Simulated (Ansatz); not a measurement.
**AlFO₂Si (SMILES [F][Al-]12[O][Si+]1[O]2): density, localisation and related maps**

The calculation's input:

```
crystal:
  periodic: [false, false, false]
  atoms:
    - {symbol: Al, position_ang: [-1.504949, 0.257607, 0.169187]}
    - {symbol: F, position_ang: [-2.567205, 1.477602, -0.115939]}
    - {symbol: O, position_ang: [-0.471154, -0.739200, -0.812481]}
    - {symbol: O, position_ang: [-0.936957, -0.585186, 1.580972]}
    - {symbol: Si, position_ang: [0.070013, -1.551201, 0.592106]}
basis:
  gaussian:
    orbitals: def2-TZVPD
output: {forces: true, orbitals: {seedname: orbitals}}
hamiltonian:
  xc: {name: PBE0}
```

Command:

```sh
ansatz run input.yaml --threads 1 --pin off --max-ram 2610MiB --events-out events.jsonl --progress --plain --runs-dir runs
```

Geometry: PBE0-D3(BJ)/def2-SVP.

Method: Ansatz, isolated molecule in a Gaussian basis; Kohn-Sham density functional theory, functional PBE0.

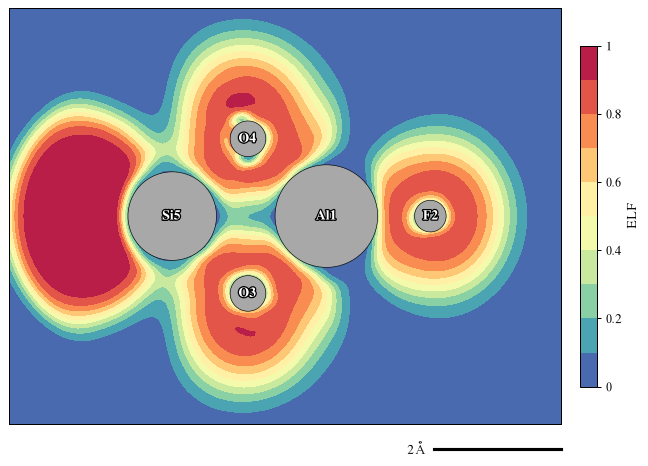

Figure 1. ELF on the molecular plane. Grey discs cover the atomic cores.

What does the map show?

The plane passes through Al, F, O and Si nuclei. Al–F (1.64 Å): the ELF peaks at about 0.85 in the valence shell of F, 0.6 Å from its nucleus, and is about 0.35 at the midpoint. Si–O (1.71 Å): the ELF peaks at about 0.85 between the atoms; a shared but strongly polarised pair. Al–O (1.74 Å): the ELF peaks at about 0.85 in the valence shell of O, 0.6 Å from its nucleus, and is about 0.50 at the midpoint. Al–Si (2.44 Å): the ELF is about 0.20 at the midpoint. The ELF also peaks beside O3, F2, Si5 and O4, away from the bonds: lone-pair regions.

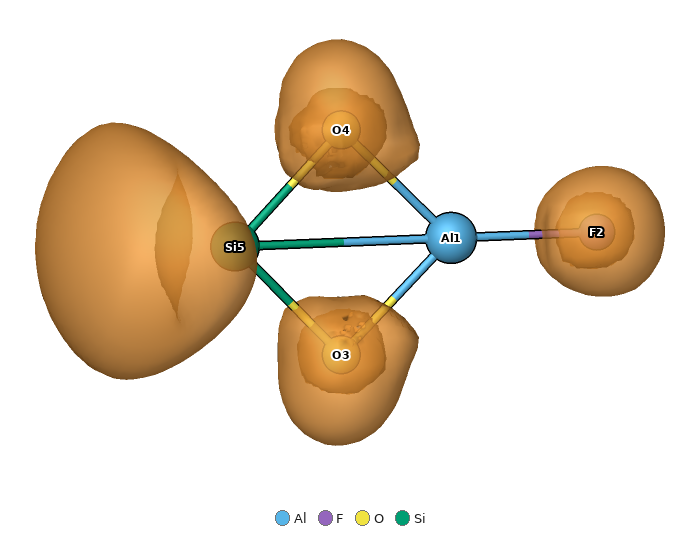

Figure 2. Isosurface of the electron localisation function at 0.8 (orange), seen at a tilt. Only the valence region is drawn (cores and ρ < 0.01 e/Å³ removed).

Identify the bonds, lone pairs and shells in this picture.

The surface consists of one lobe on Si, pointing away from the bonds (lone pairs), one region wrapped around F (its valence shell) and two regions wrapped around O (the valence shell of each).

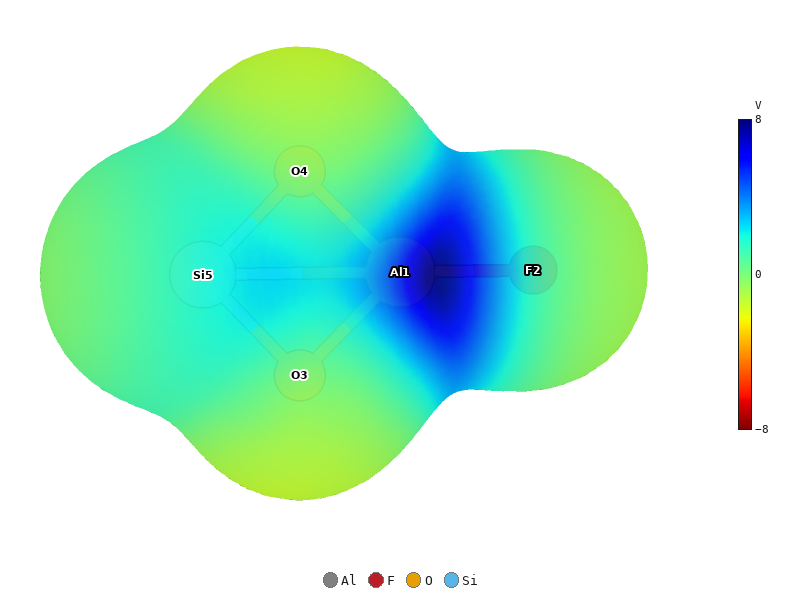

Figure 3. The molecular electrostatic potential painted on the density surface at 0.004 e/bohr³, seen at a tilt; red is negative and blue positive.

Describe the electrostatic potential map.

The most negative region (about −1.5 V) lies over O3 and O4, the most positive (about +7.7 V) over Al1.

What dipole moment does the calculation give?

Its dipole moment is 0.16 D.

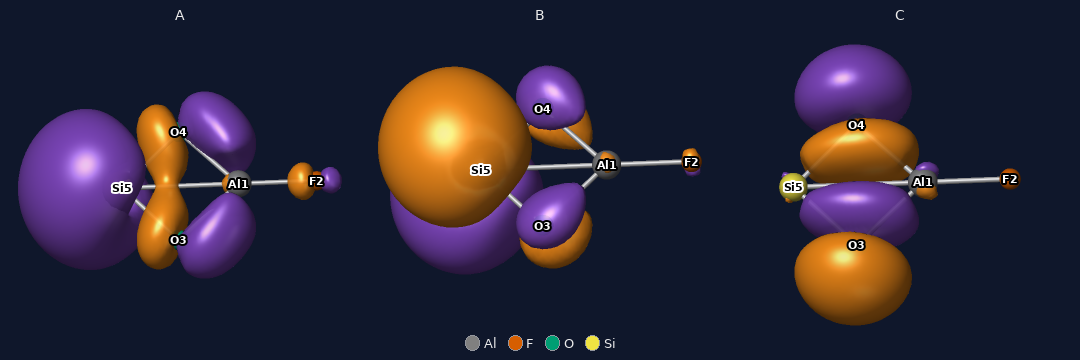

Figure 4. Three frontier orbitals at ±0.08 Å⁻³ᐟ² (orange and purple are the two phases), in no order.

Order the three orbitals by energy and name them.

C is the HOMO−1 (−9.23 eV). It lies mainly on O4 (about 45 %) and O3 (about 45 %); it is symmetric in the molecular plane (an in-plane orbital: σ, lone-pair or in-plane π type); largely a combination of lone pairs on O4 and O3. A is the HOMO (−7.72 eV). It lies mainly on Si5 (about 75 %), O4 (about 10 %) and O3 (about 10 %); it is symmetric in the molecular plane (an in-plane orbital: σ, lone-pair or in-plane π type). B is the LUMO (−1.76 eV). Its weight (Hirshfeld) is mainly on Si5 (about 80 %), O4 (about 5 %), O3 (about 5 %) and Al1 (about 5 %); it changes sign across the molecular plane (π type).

What is the HOMO–LUMO gap?

5.96 eV between the orbital energies.
